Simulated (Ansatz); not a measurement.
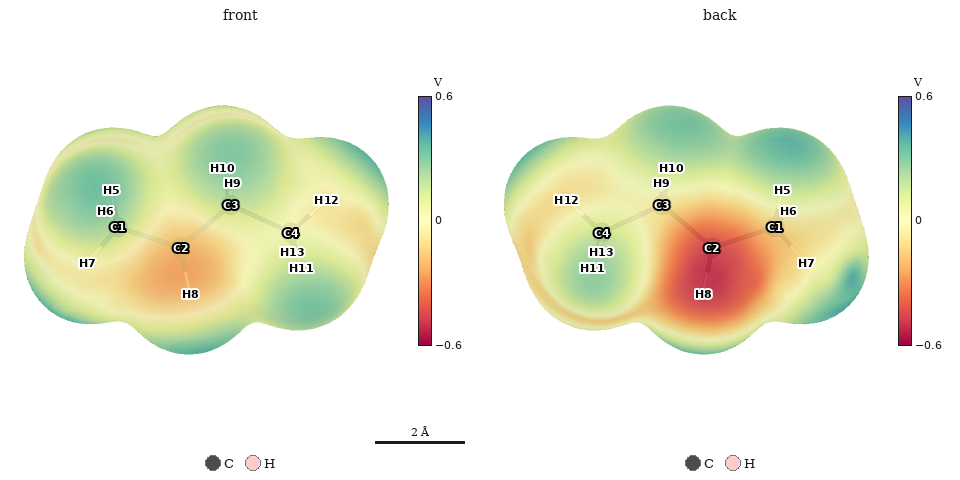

The picture shows: C₄H₉ (SMILES C[CH]CC) (doublet). The molecular electrostatic potential painted on the density surface at 0.001 e/bohr³, seen from the front and from behind; red is negative and blue positive.

Geometry: B3LYP-D3(BJ)/def2-SVP.

Level of theory: isolated molecule in a Gaussian basis; Kohn-Sham density functional theory, functional PBE0 in Ansatz.

Input file:

```
crystal:
  periodic: [false, false, false]
  atoms:
    - {symbol: C, position_ang: [-2.214536, -0.437948, -2.598341]}
    - {symbol: C, position_ang: [-2.682877, 0.512397, -1.551603]}
    - {symbol: C, position_ang: [-1.800254, 1.602947, -1.042258]}
    - {symbol: C, position_ang: [-2.341272, 2.314583, 0.199062]}
    - {symbol: H, position_ang: [-1.196494, -0.811260, -2.383762]}
    - {symbol: H, position_ang: [-2.156421, 0.041421, -3.600185]}
    - {symbol: H, position_ang: [-2.883263, -1.306892, -2.701529]}
    - {symbol: H, position_ang: [-3.754875, 0.568055, -1.329543]}
    - {symbol: H, position_ang: [-1.630492, 2.355176, -1.846336]}
    - {symbol: H, position_ang: [-0.791425, 1.194077, -0.835588]}
    - {symbol: H, position_ang: [-3.326024, 2.767206, -0.003459]}
    - {symbol: H, position_ang: [-1.666042, 3.118286, 0.531897]}
    - {symbol: H, position_ang: [-2.467696, 1.608605, 1.035596]}
basis:
  gaussian: {orbitals: def2-TZVPD}
total_charge: 0
magnetization: {spin_polarized: true, initial_magnetization: 1}
hamiltonian: {xc: pbe0}
output: {forces: true, orbitals: {seedname: orbitals}}
```

Run with:

```sh
ansatz run input.yaml --threads 2 --pin off --max-ram 4350MiB --events-out events.jsonl --progress --plain --runs-dir runs
```

**Describe the electrostatic potential map.**

The most negative region (about −0.5 V, or −12 kcal/mol for a unit charge) lies over the π face of C2, the most positive (about +0.4 V, or +9 kcal/mol for a unit charge) over the H atoms.
